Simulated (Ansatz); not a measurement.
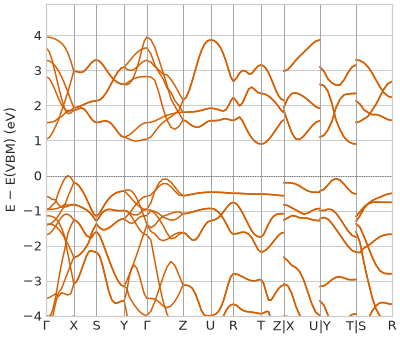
Fig. 1. Band structure from the program Ansatz at the LDA level (PAW)

Read off the gap and where the band edges lie.

About 0.9 eV (0.90 eV by a search for the band edges); maximum on the Γ–X line, 80 % of the way from Γ, minimum at T.

The material is FeS2 in space group Pnnm (No. 58; Fe on 2a, S on 4g).

The cell was relaxed with LDA under the symmetry of its start; phonons on a q-mesh show no instability. The run is not spin-polarised.

Potentials: the later of the program's two PAW sets.
